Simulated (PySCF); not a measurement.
## C₃H₇ClOSi: one change and its effect

System: C₃H₇ClOSi.
Method of the first run: TDDFT HF/def2-SVPD, vertical, gas phase, core orbitals frozen in the response (PySCF 2.14.0).

The geometry comes from this level: PBE0-D3(BJ)/def2-SVP. Text and figures count atoms from 1; the logs count them from 0 in places.

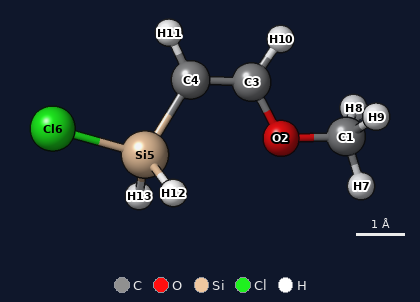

Fig. 1: The input geometry (ball-and-stick view, seen at a tilt; atoms are numbered from 1 in the order of the input). Bond lengths as drawn: Cl–Si 2.08 Å, C–C 1.34 Å, C–H 1.09 to 1.10 Å, C–O 1.34 to 1.40 Å, C–Si 1.85 Å and H–Si 1.49 Å.

Input, the first run:
```
{"job": {"kind": "uv", "xc": "HF", "basis": "def2-SVPD", "ip": true}, "charge": 0, "multiplicity": 1}
C     -2.238298    -0.376116     0.534688
O     -0.844674    -0.286659     0.382369
C     -0.371753     0.676607    -0.426109
C      0.939438     0.783404    -0.680541
Si     2.151849    -0.414858     0.048636
Cl     4.055501     0.157941    -0.559998
H     -2.432470    -1.169454     1.267062
H     -2.665090     0.568789     0.913029
H     -2.732943    -0.641342    -0.415694
H     -1.126460     1.357242    -0.846176
H      1.267790     1.591278    -1.338776
H      1.930368    -1.809471    -0.431094
H      2.141864    -0.409753     1.539219
```

The first line tells a small driver script what to run in PySCF; the rest is the geometry in Å.

Launched with:
```bash
OMP_NUM_THREADS=1 python <driver script> task.json out
```

Hardware: 1 CPU thread, shared host.

Output (the first run):
```
final grid: 106112 points
cycle   1  E = -940.5368456055  dE =  8.395e-01  |g| = 5.598e-01  |ddm| = 4.541e+00
cycle   2  E = -940.6207906537  dE = -8.395e-02  |g| = 2.375e-01  |ddm| = 1.443e+00
cycle   3  E = -940.6335838334  dE = -1.279e-02  |g| = 6.637e-02  |ddm| = 4.756e-01
cycle   4  E = -940.6349142831  dE = -1.330e-03  |g| = 1.811e-02  |ddm| = 1.556e-01
cycle   5  E = -940.6350176597  dE = -1.034e-04  |g| = 4.245e-03  |ddm| = 4.341e-02
cycle   6  E = -940.6350277176  dE = -1.006e-05  |g| = 1.423e-03  |ddm| = 1.278e-02
cycle   7  E = -940.6350293745  dE = -1.657e-06  |g| = 8.343e-04  |ddm| = 3.734e-03
cycle   8  E = -940.6350297635  dE = -3.891e-07  |g| = 2.119e-04  |ddm| = 2.780e-03
cycle   9  E = -940.6350298085  dE = -4.496e-08  |g| = 6.947e-05  |ddm| = 1.264e-03
cycle  10  E = -940.6350298120  dE = -3.483e-09  |g| = 2.017e-05  |ddm| = 3.831e-04
cycle  11  E = -940.6350298123  dE = -3.188e-10  |g| = 5.554e-06  |ddm| = 1.210e-04
converged SCF energy = -940.6350298123

Static polarisability (au): isotropic 79.588, principal 61.256 69.564 107.944

Singlet excitations
state   eV       nm        f      main configurations
  1   6.6461    186.6   0.54111   H->L+2 0.86
  2   7.2065    172.0   0.03042   H->L 0.45, H->L+3 0.41
  3   7.9957    155.1   0.00583   H->L+6 0.23, H->L+1 0.22, H->L 0.18
  4   8.2544    150.2   0.00646   H-2->L+2 0.26, H-3->L+2 0.16, H->L+4 0.14
  5   8.3499    148.5   0.00479   H->L+4 0.26, H-2->L+2 0.15, H->L+5 0.10
  6   8.5694    144.7   0.00555   H->L+1 0.31, H->L+5 0.17, H->L 0.10
  7   8.8640    139.9   0.01073   H->L+1 0.24, H->L+9 0.16, H->L+6 0.12
  8   9.0280    137.3   0.02255   H-1->L+4 0.37, H-1->L+1 0.13
  9   9.1498    135.5   0.02997   H-2->L+4 0.35, H-2->L+1 0.17, H-2->L+3 0.13
 10   9.3314    132.9   0.01236   H->L+8 0.60, H->L+7 0.18

Triplet excitations (Tamm-Dancoff, eV): 3.4607 6.9516 7.6112 7.7140
Vertical ionisation energy (delta-SCF) = 8.0866 eV
```

The input of the second run differs as follows (lines with − go, lines with + come):
```diff
-"xc": "HF"
+"xc": "CAM-B3LYP"
```

Predict how the results change.

The total energies belong to different methods, so their difference says nothing on which is more stable or more accurate. The HOMO goes from −9.67 to −8.35 eV. The LUMO goes from 2.29 to 0.65 eV. The dipole moment goes from 4.69 to 4.47 D. The lowest excitation goes from 6.65 to 6.13 eV. The strongest computed line goes from 6.65 to 6.13 eV. The method changes from HF to CAM-B3LYP. The SCF takes 13 iterations against 11.

Output (the second run):
```
coarse grid: 11936 points
cycle   1  E = -942.8353805842  dE =  6.083e-01  |g| = 5.494e-01  |ddm| = 5.116e+00
cycle   2  E = -942.8341316935  dE =  1.249e-03  |g| = 6.030e-01  |ddm| = 1.629e+00
cycle   3  E = -942.9026979547  dE = -6.857e-02  |g| = 7.429e-02  |ddm| = 7.103e-01
cycle   4  E = -942.9036154336  dE = -9.175e-04  |g| = 3.156e-02  |ddm| = 1.430e-01
cycle   5  E = -942.9038379011  dE = -2.225e-04  |g| = 9.982e-03  |ddm| = 5.658e-02
cycle   6  E = -942.9038612481  dE = -2.335e-05  |g| = 2.436e-03  |ddm| = 1.710e-02
cycle   7  E = -942.9038630979  dE = -1.850e-06  |g| = 5.147e-04  |ddm| = 5.421e-03
final grid: 106112 points
cycle   8  E = -943.0293115464  dE = -2.120e-05  |g| = 2.782e-03  |ddm| = 5.698e-02
cycle   9  E = -943.0293120437  dE = -4.973e-07  |g| = 2.525e-03  |ddm| = 7.993e-03
cycle  10  E = -943.0293134657  dE = -1.422e-06  |g| = 4.063e-04  |ddm| = 3.038e-03
cycle  11  E = -943.0293134932  dE = -2.751e-08  |g| = 1.465e-04  |ddm| = 6.120e-04
cycle  12  E = -943.0293134983  dE = -5.081e-09  |g| = 2.459e-05  |ddm| = 2.263e-04
cycle  13  E = -943.0293134984  dE = -1.442e-10  |g| = 8.463e-06  |ddm| = 5.352e-05
converged SCF energy = -943.0293134984

Static polarisability (au): isotropic 84.506, principal 64.135 74.165 115.219

Singlet excitations
state   eV       nm        f      main configurations
  1   6.1350    202.1   0.42083   H->L 0.97
  2   6.3230    196.1   0.00864   H->L+1 0.66, H->L+2 0.15, H->L+3 0.12
  3   6.8452    181.1   0.01135   H->L+2 0.66, H->L+1 0.19
  4   7.1872    172.5   0.00153   H-2->L 0.69, H-3->L 0.17
  5   7.3009    169.8   0.01491   H->L+4 0.79
  6   7.3649    168.3   0.00322   H->L+3 0.69, H->L+5 0.14
  7   7.6874    161.3   0.00078   H->L+5 0.41, H-1->L+2 0.27, H->L+3 0.09
  8   7.7473    160.0   0.02013   H-1->L+2 0.40, H->L+5 0.26, H-1->L+1 0.08
  9   7.8002    159.0   0.00758   H-2->L+2 0.51, H-1->L 0.19, H-2->L+1 0.12
 10   7.9086    156.8   0.04206   H-1->L 0.74, H-2->L+2 0.15

Triplet excitations (Tamm-Dancoff, eV): 3.8368 6.1880 6.7196 6.7599
Vertical ionisation energy (delta-SCF) = 9.0770 eV
```

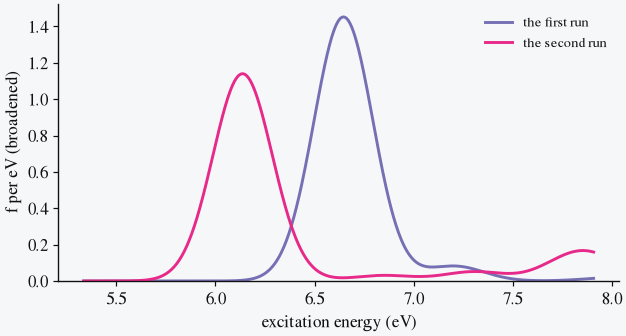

Fig. 2: Absorption of the two runs from their computed states, each broadened by a Gaussian of 0.35 eV full width; the range ends where the shorter list of states ends.

The two runs side by side:

```tsv
quantity	the first run	the second run
outcome	converged	converged
total energy (hartree)	−940.635030	−943.029313
HOMO (eV)	−9.67	−8.35
LUMO (eV)	2.29	0.65
dipole moment (D)	4.69	4.47
lowest excitation (eV)	6.65	6.13
SCF iterations	11	13
strongest computed line (eV)	6.65	6.13
basis functions	190	190
wall time (shared host)	25 s	83 s
```
